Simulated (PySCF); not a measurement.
**NMR shielding calculation of C6H14Si**

System: C6H14Si.
Method: GIAO PBE0/pcSseg-1 NMR shielding, non-relativistic, gas phase (PySCF 2.14.0).

The geometry comes from this level: GFN2-xTB. Figures and captions count atoms from 1; the log counts them from 0 in places.

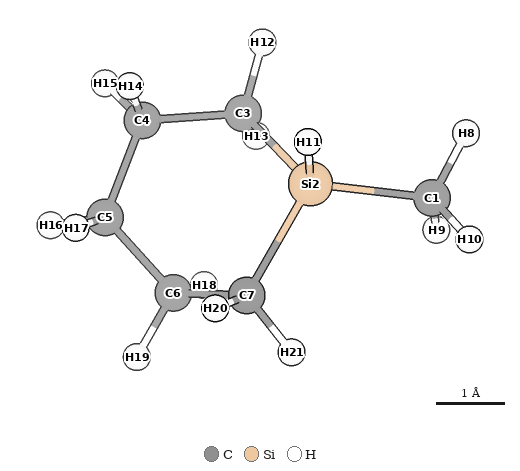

*The structure as given in the input (ball-and-stick view, seen at a tilt; atoms are numbered from 1 in the order of the input).*

**Input file**
```
{"job": {"kind": "nmr", "xc": "PBE0", "basis": "pcSseg-1", "pop": false}, "charge": 0, "multiplicity": 1}
C      2.805854    -0.411910     0.056598
Si     1.050191    -0.095812     0.710715
C      0.258349     1.414097    -0.132142
C     -1.239416     1.464630     0.168177
C     -2.017991     0.172105    -0.159956
C     -1.194019    -0.971055    -0.749508
C     -0.149020    -1.499554     0.231738
H      3.458630     0.429125     0.265414
H      2.812962    -0.576684    -1.016816
H      3.239801    -1.288182     0.526758
H      1.083739     0.095031     2.172950
H      0.708108     2.348578     0.204958
H      0.413623     1.373681    -1.211359
H     -1.361110     1.690108     1.229505
H     -1.682591     2.297741    -0.384015
H     -2.819940     0.407903    -0.863687
H     -2.493998    -0.197782     0.751267
H     -0.706216    -0.641227    -1.668196
H     -1.881706    -1.777711    -1.021568
H     -0.660944    -1.891794     1.111151
H      0.375696    -2.341288    -0.221986
```

The first line tells a small driver script what to run in PySCF; the rest is the geometry in Å.

Machine: 1 CPU thread, shared host.

Launched with:
```bash
OMP_NUM_THREADS=1 python <driver script> task.json out
```

**The program's output**
```
coarse grid: 16824 points
cycle   1  E = -526.0037305029  dE =  5.169e-01  |g| = 5.268e-01  |ddm| = 3.950e+00
cycle   2  E = -525.9778186345  dE =  2.591e-02  |g| = 6.193e-01  |ddm| = 9.964e-01
cycle   3  E = -526.0775908182  dE = -9.977e-02  |g| = 4.886e-02  |ddm| = 5.809e-01
cycle   4  E = -526.0780691138  dE = -4.783e-04  |g| = 2.006e-02  |ddm| = 6.972e-02
cycle   5  E = -526.0781637311  dE = -9.462e-05  |g| = 5.721e-03  |ddm| = 2.212e-02
cycle   6  E = -526.0781722036  dE = -8.473e-06  |g| = 8.191e-04  |ddm| = 5.848e-03
final grid: 154384 points
cycle   7  E = -526.1222721158  dE = -5.981e-05  |g| = 9.676e-03  |ddm| = 3.625e-02
cycle   8  E = -526.1222610254  dE =  1.109e-05  |g| = 1.175e-02  |ddm| = 1.863e-02
cycle   9  E = -526.1222964756  dE = -3.545e-05  |g| = 6.972e-04  |ddm| = 1.040e-02
cycle  10  E = -526.1222965755  dE = -9.992e-08  |g| = 2.442e-04  |ddm| = 9.521e-04
cycle  11  E = -526.1222965900  dE = -1.447e-08  |g| = 6.568e-05  |ddm| = 2.564e-04
cycle  12  E = -526.1222965910  dE = -1.070e-09  |g| = 9.023e-06  |ddm| = 6.974e-05
cycle  13  E = -526.1222965911  dE = -1.978e-11  |g| = 2.075e-06  |ddm| = 1.306e-05
```

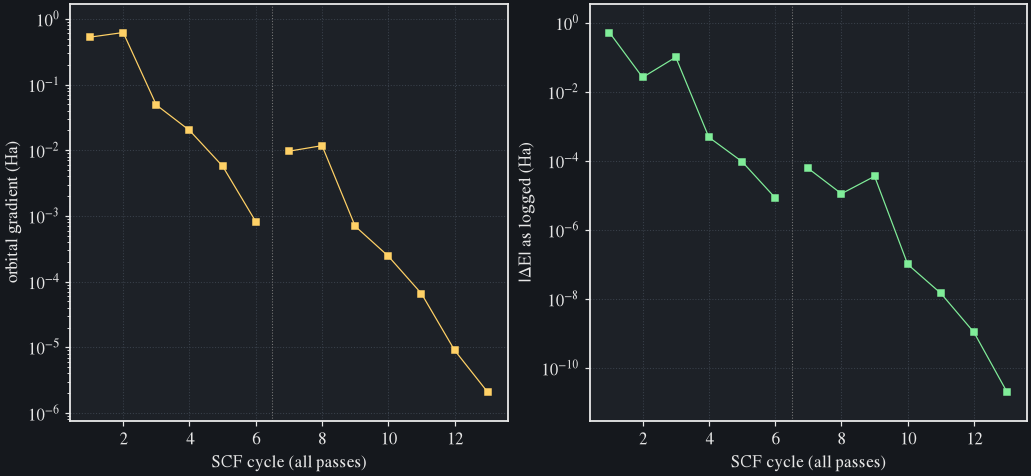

*Convergence of the self-consistent field: orbital gradient and size of the energy change against the SCF cycle. The dotted line marks the change from a coarse to the final integration grid.*

The first 6 cycles use a coarse grid, the final grid takes over at cycle 7, and the field converges after 13 cycles in all.

```
converged SCF energy = -526.1222965911

GIAO shielding tensors (ppm)
atom      isotropic    diamagn.    paramagn.     s11        s22        s33       span
  0 C      190.297     252.478     -62.181    185.669    191.026    194.196      8.527
  1 Si     370.170     880.543    -510.373    343.697    374.365    392.449     48.752
  2 C      180.396     252.748     -72.352    171.234    179.859    190.094     18.860
  3 C      167.239     245.967     -78.728    154.712    171.147    175.856     21.144
  4 C      160.849     246.445     -85.596    151.670    161.354    169.524     17.854
  5 C      165.461     247.208     -81.747    160.282    167.304    168.796      8.514
  6 C      175.333     253.065     -77.732    163.164    173.997    188.836     25.672
  7 H       31.651      29.292       2.358     26.743     28.881     39.329     12.586
  8 H       31.678      31.366       0.312     27.147     30.023     37.864     10.718
  9 H       31.656      29.157       2.499     27.017     28.651     39.300     12.283
 10 H       27.443      30.012      -2.569     24.196     25.477     32.656      8.461
 11 H       31.096      31.063       0.033     25.847     29.130     38.311     12.464
 12 H       31.083      32.813      -1.730     27.546     28.845     36.858      9.312
 13 H       30.214      30.563      -0.349     25.267     28.786     36.589     11.322
 14 H       29.617      29.692      -0.075     23.335     28.385     37.132     13.797
 15 H       29.910      29.740       0.170     24.049     28.482     37.199     13.150
 16 H       30.455      30.633      -0.177     25.836     28.994     36.535     10.699
 17 H       30.325      32.276      -1.951     27.551     28.029     35.395      7.844
 18 H       29.994      30.099      -0.105     24.055     28.218     37.711     13.656
 19 H       31.143      31.757      -0.614     26.875     28.805     37.748     10.873
 20 H       30.978      31.860      -0.882     26.116     28.808     38.011     11.896
```

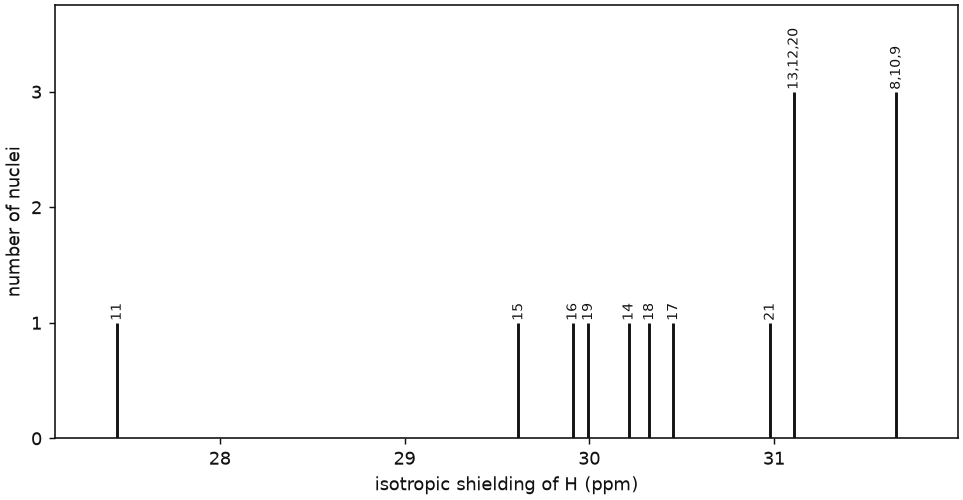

*Isotropic shieldings of the hydrogen nuclei in this fixed geometry, labelled by atom number; shielding grows to the right, so chemical shift grows to the left.*

The least shielded is H11 (27.4 ppm), the most shielded H9 (31.7 ppm).

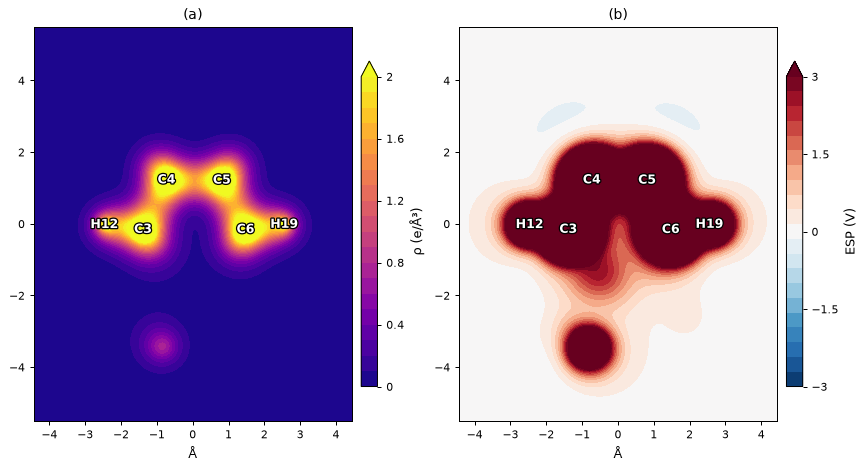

*(a) electron density; (b) electrostatic potential on the plane of atoms C3, C4 and C5.*

The section cuts through C and H sites. C–C (1.53 Å): ρ at the midpoint is about 1.6 e/Å³. The potential has no marked negative region in this plane.

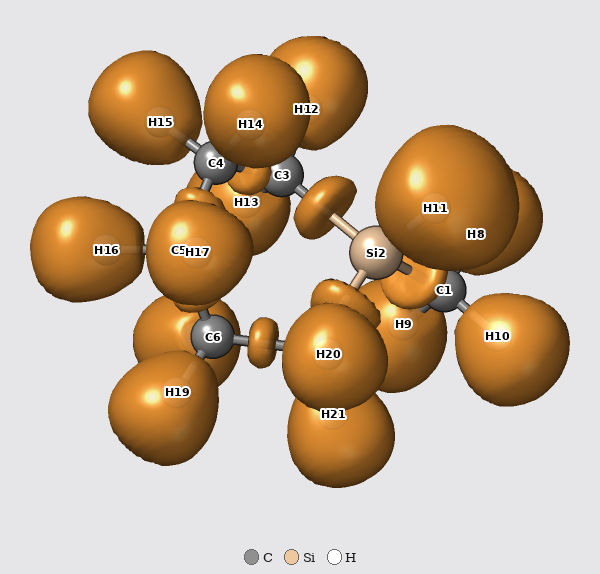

*Isosurface of the electron localisation function at 0.85 (orange), seen at a tilt. Only the valence region is drawn (cores and ρ < 0.01 e/Å³ removed).*

Along the contacts the grid gives the following.

**Summary**

```csv
quantity,value
outcome,converged
total energy,−526.122297 hartree
HOMO,−7.64 eV
LUMO,1.17 eV
dipole moment,0.45 D
"isotropic shielding, C",160.8 to 190.3 ppm
"isotropic shielding, Si",370.2 ppm
"isotropic shielding, H",27.4 to 31.7 ppm
wall time,47 s
peak memory,1 GiB
```
